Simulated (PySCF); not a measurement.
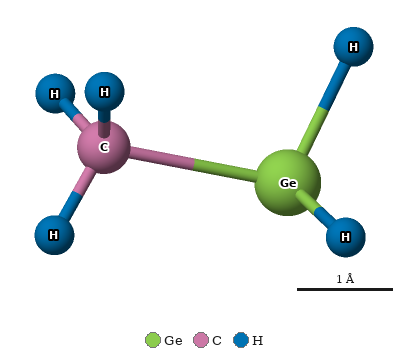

Figure 1. The structure as given in the input (ball-and-stick view, seen at a tilt). Sticks mark near contacts.

# Geometry relaxation of CH$_{5}$Ge

The run: geometry relaxation of CH$_{5}$Ge, multiplicity 2, SMILES [CH3][GeH2]. Method and program: PBE0-D3(BJ)/def2-SVP geometry optimisation, gas phase (PySCF 2.14.0).

Output:
```
step   0  E = -2117.45931519  max force = 0.021516
step   1  E = -2117.46510101  max force = 0.013554
step   2  E = -2117.46577279  max force = 0.002156
step   3  E = -2117.46592013  max force = 0.000723
step   4  E = -2117.46592651  max force = 0.000168
optimisation converged
```

Trajectory as extended XYZ (Å, eV, eV/Å), 5 frames, from step=0 to step=4:
```
7
Properties=species:S:1:pos:R:3:forces:R:3 step=0 energy=-57619.00281
Ge    1.0972   -0.0914   -0.5705   -1.0248   1.1064   0.9089
C    -0.8608   -0.0937   -0.0270    1.0873   0.1978  -1.0387
H     1.7886   -0.9334    0.4904    0.3908  -0.6555   0.1380
H     1.6237    1.3549   -0.1735   -0.0888  -0.3241  -0.5173
H    -0.9043    0.2044    1.0083    0.0919   0.2349   0.7906
H    -1.4436    0.6104   -0.6230   -0.1180   0.1320  -0.1830
H    -1.2702   -1.0852   -0.1276   -0.3384  -0.6915  -0.0983
7
Properties=species:S:1:pos:R:3:forces:R:3 step=1 energy=-57619.16025
Ge    0.8765   -0.2037   -0.6802    0.6970  -0.1253   0.1592
C    -0.8246    0.0391    0.2150   -0.4985  -0.0958   0.0499
H     1.8066   -1.1948    0.0966   -0.2346   0.0270  -0.1420
H     1.6922    1.1065   -0.7927   -0.0898   0.1109  -0.0887
H    -0.7231    0.3773    1.2599    0.1182  -0.0060  -0.0795
H    -1.4396    0.7681   -0.3347    0.0197  -0.0154   0.0482
H    -1.3569   -0.9264    0.2132   -0.0121   0.1046   0.0528
7
Properties=species:S:1:pos:R:3:forces:R:3 step=2 energy=-57619.17853
Ge    0.9033   -0.2043   -0.6737    0.0884   0.0548   0.1109
C    -0.8337    0.0335    0.2118   -0.0517  -0.0657  -0.0799
H     1.8022   -1.2083    0.0939   -0.0673  -0.0354  -0.0186
H     1.6923    1.1260   -0.7963   -0.0880   0.0038  -0.0213
H    -0.7129    0.3770    1.2509    0.0740   0.0148  -0.0061
H    -1.4456    0.7665   -0.3333    0.0287   0.0124   0.0020
H    -1.3748   -0.9243    0.2240    0.0158   0.0152   0.0129
7
Properties=species:S:1:pos:R:3:forces:R:3 step=3 energy=-57619.18254
Ge    0.9089   -0.2041   -0.6675   -0.0171   0.0317  -0.0097
C    -0.8310    0.0296    0.2058    0.0023  -0.0193  -0.0372
H     1.7869   -1.2203    0.0984    0.0164  -0.0308   0.0173
H     1.6686    1.1399   -0.7901   -0.0130   0.0010   0.0037
H    -0.6897    0.3784    1.2404    0.0074   0.0120   0.0134
H    -1.4374    0.7675   -0.3376    0.0046   0.0100   0.0023
H    -1.3753   -0.9249    0.2279   -0.0006  -0.0047   0.0102
7
Properties=species:S:1:pos:R:3:forces:R:3 step=4 energy=-57619.18271
Ge    0.9095   -0.2042   -0.6675   -0.0058   0.0000  -0.0049
C    -0.8306    0.0288    0.2040    0.0033  -0.0085  -0.0086
H     1.7865   -1.2243    0.0988    0.0016   0.0002   0.0003
H     1.6633    1.1427   -0.7869    0.0015   0.0008   0.0052
H    -0.6860    0.3801    1.2379   -0.0013   0.0048   0.0023
H    -1.4359    0.7680   -0.3390    0.0012   0.0023   0.0003
H    -1.3759   -0.9251    0.2299   -0.0005   0.0004   0.0054
```

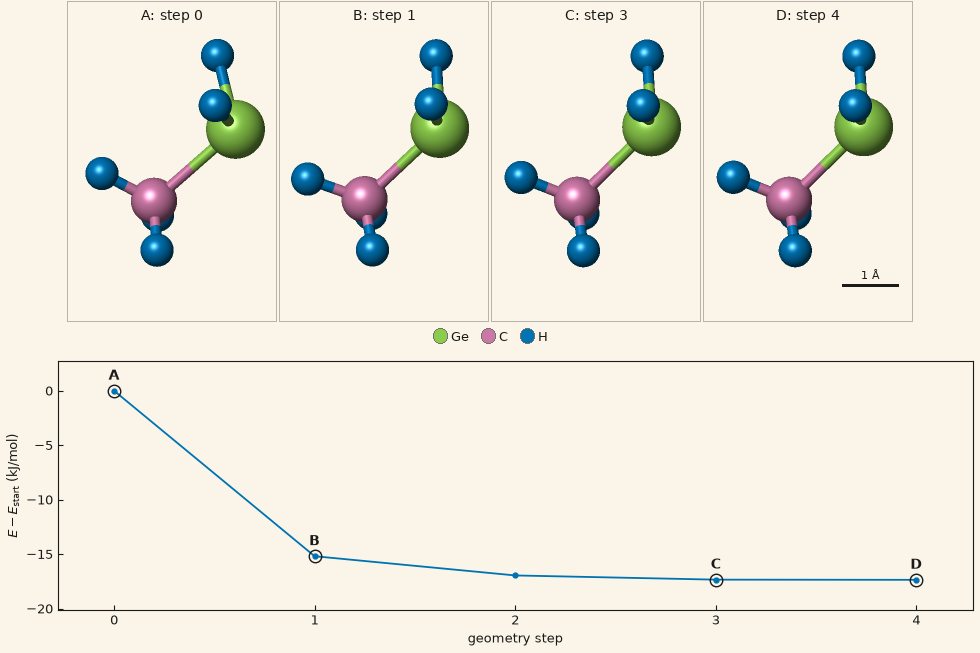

Figure 2. Frames of the relaxation (ball-and-stick view, seen at an oblique angle) above the curves, on which the letters mark them (steps are counted from 0).

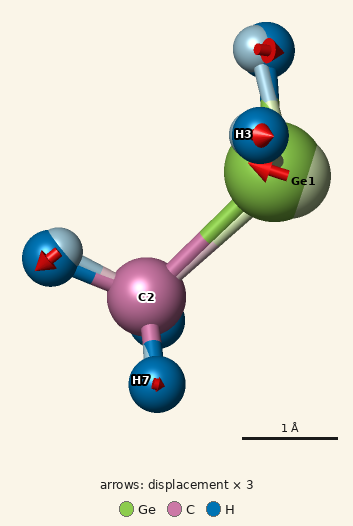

Figure 3. Start (faint) and end (solid) with the displacements as red arrows, magnified 3 times (ball-and-stick view, seen at an oblique angle). The two geometries are laid on each other by the best rigid fit. Over 4 geometry steps the energy falls by 17.4 kJ/mol. The largest force component goes from 1.1 to 0.0086 eV/Å. The largest move after the best rigid fit is that of Ge1, 0.15 Å. Largest moves by element: Ge 0.15 Å, H 0.12 Å, C 0.02 Å. Distances before and after: Ge1–C2 2.032 → 1.960 Å, Ge1–H4 1.590 → 1.548 Å, Ge1–H3 1.521 → 1.548 Å, C2–H5 1.078 → 1.101 Å. Among the angles that change: H3–Ge1–H4 100.3° → 109.6°, C2–Ge1–H3 104.5° → 111.2°, Ge1–C2–H5 107.2° → 109.8°. (Atoms are counted from 1 in the order of the input.)

This output came from the following input.

Input file:
```
{"job": {"xc": "PBE0", "basis": "def2-SVP", "d3": "d3bj", "grid": 2, "kind": "geom", "shake": 0.01}, "charge": 0, "multiplicity": 2}
Ge     1.097238    -0.091392    -0.570489
C     -0.860757    -0.093702    -0.026981
H      1.788570    -0.933417     0.490404
H      1.623667     1.354933    -0.173481
H     -0.904309     0.204371     1.008295
H     -1.443561     0.610384    -0.623007
H     -1.270229    -1.085182    -0.127588
```

The first line tells a small driver script what to run in PySCF; the rest is the geometry in Å.

Launch command:
```bash
OMP_NUM_THREADS=1 python <driver script> task.json out
```

Summary:

```json
{"quantity": "outcome", "value": "converged"}
{"quantity": "total energy", "value": "−2117.465927 hartree"}
{"quantity": "⟨S²⟩", "value": "0.752"}
{"quantity": "dipole moment", "value": "0.84 D"}
{"quantity": "point group", "value": "Cs"}
{"quantity": "hardware", "value": "1 CPU thread, shared host"}
{"quantity": "wall time", "value": "18 s"}
{"quantity": "peak memory", "value": "0.36 GiB"}
```
